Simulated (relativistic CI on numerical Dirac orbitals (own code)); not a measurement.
**Co²⁵⁺: one ion under different settings**

Aim: see what numerical and physical settings do to the SCF, the total energy and the lowest levels of Co²⁵⁺.

Method: Dirac-Coulomb-Breit CI, KLI orbitals optimised for each configuration, model QED (radiative potential, 1s self-energy scaled to tabulated hydrogen-like ionisation energies), numerical settings as typed. Code: relativistic CI on numerical Dirac orbitals (own code) version 3.

## Step 1: What is computed

- ion: Co²⁵⁺ (Co XXVI)
- nuclear charge: 27
- electrons: 2
- isotope: A = 59

## Step 2: Usual settings

Input settings:

```ini
atom Co  Z=27  charge=25  electrons=2
nucleus A=59  rms_radius_fm=3.7875
hamiltonian dirac-coulomb  breit=on  qed=on  c_scale=1
orbitals kli  potential=per-configuration
slater_scale 1
correlation none
mixing on
grid step=0.0125 r_max=4.4
scf mixing=0.4 start=green max_iterations=150 tolerance=2e-08 node_fill=0.05
configurations
  1s2
  1s 2s
  1s 2p
end
```

Started as:

```
python run_levels.py task.json out
```

task.json lists these runs, among others, and the program works through them in turn.

## Step 3: QED terms off

The settings differ from step 2 so:

```diff
@@ -2,3 +2,3 @@
 nucleus A=59  rms_radius_fm=3.7875
-hamiltonian dirac-coulomb  breit=on  qed=on  c_scale=1
+hamiltonian dirac-coulomb  breit=on  qed=off  c_scale=1
 orbitals kli  potential=per-configuration
```

## Step 4: End of the grid 13.2, iteration limit 20, grid step 0.006

Input settings:

```ini
atom Co  Z=27  charge=25  electrons=2
nucleus A=59  rms_radius_fm=3.7875
hamiltonian dirac-coulomb  breit=on  qed=on  c_scale=1
orbitals kli  potential=per-configuration
slater_scale 1
correlation none
mixing on
grid step=0.006 r_max=13.2
scf mixing=0.4 start=green max_iterations=20 tolerance=2e-08 node_fill=0.05
configurations
  1s2
  1s 2s
  1s 2p
end
```

## Step 5: Nuclear radius 4.9238, iteration limit 20

Input settings:

```ini
atom Co  Z=27  charge=25  electrons=2
nucleus A=59  rms_radius_fm=4.9238
hamiltonian dirac-coulomb  breit=on  qed=on  c_scale=1
orbitals kli  potential=per-configuration
slater_scale 1
correlation none
mixing on
grid step=0.0125 r_max=4.4
scf mixing=0.4 start=green max_iterations=20 tolerance=2e-08 node_fill=0.05
configurations
  1s2
  1s 2s
  1s 2p
end
```

## Step 6: Grid step 0.04, start potential thomas-fermi, node fill 0

Input settings:

```ini
atom Co  Z=27  charge=25  electrons=2
nucleus A=59  rms_radius_fm=3.7875
hamiltonian dirac-coulomb  breit=on  qed=on  c_scale=1
orbitals kli  potential=per-configuration
slater_scale 1
correlation none
mixing on
grid step=0.04 r_max=4.4
scf mixing=0.4 start=thomas-fermi max_iterations=150 tolerance=2e-08 node_fill=0
configurations
  1s2
  1s 2s
  1s 2p
end
```

## Step 7: Potential mixing 2.5

The settings differ from step 6 so:

```diff
@@ -7,4 +7,4 @@
 mixing on
-grid step=0.04 r_max=4.4
-scf mixing=0.4 start=thomas-fermi max_iterations=150 tolerance=2e-08 node_fill=0
+grid step=0.0125 r_max=4.4
+scf mixing=2.5 start=green max_iterations=63 tolerance=2e-08 node_fill=0.05
 configurations
```

## Step 8: Speed-of-light factor 0.2

Input settings:

```ini
atom Co  Z=27  charge=25  electrons=2
nucleus A=59  rms_radius_fm=3.7875
hamiltonian dirac-coulomb  breit=on  qed=on  c_scale=0.2
orbitals kli  potential=per-configuration
slater_scale 1
correlation none
mixing on
grid step=0.0125 r_max=4.4
scf mixing=0.4 start=green max_iterations=74 tolerance=2e-08 node_fill=0.05
configurations
  1s2
  1s 2s
  1s 2p
end
```

(Steps that only read results are left out.)

Q: Predict the outcome of this session. Wanted: lowest level, usual settings; total energy; first excitation.

The runs gave:

| setting | total energy less usual (Ha) | largest shift of a level among the lowest eight of both runs, same label and place (cm⁻¹) | SCF iterations | time | lowest level | kind of change |
| --- | --- | --- | --- | --- | --- | --- |
| usual | 0 | 0 | 20 | 0.038 s | 1s2 1S0 | - |
| QED terms off | -0.318 | 34100 | 20 | 0.019 s | 1s2 1S0 | model term |
| end of the grid 13.2, iteration limit 20, grid step 0.006 | -2.49e-05 | 2.05 | 20 | 0.083 s | 1s2 1S0 | numerical |
| nuclear radius 4.9238, iteration limit 20 | 0.00303 | 325 | 20 | 0.036 s | 1s2 1S0 | unphysical constant |
| grid step 0.04, start potential thomas-fermi, node fill 0 | 0.000105 | 58.1 | 18 | 0.019 s | 1s2 1S0 | numerical |
| potential mixing 2.5 | 0 | 0 | 18 | 0.034 s | 1s2 1S0 | extreme, harmless here |
| speed-of-light factor 0.2 | -385 | 3.78e+07 | 23 | 0.034 s | 1s2 1S0 | unsound |

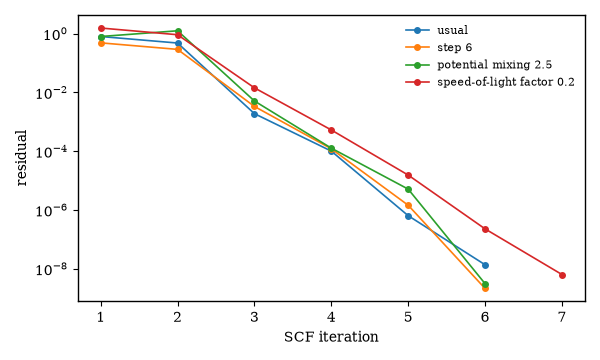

Residual of the first configuration's SCF.

| quantity | value |
| --- | --- |
| lowest level, usual settings | 1s2 1S0 |
| total energy | -718.6301 Ha |
| first excitation | 7171.97 eV |

Among the runs whose levels can be followed, they move most under «speed-of-light factor 0.2» (unsound), by up to 3.78e+07 cm⁻¹. No visible change in the result comes from «potential mixing 2.5». Only the listed configurations are in the model.
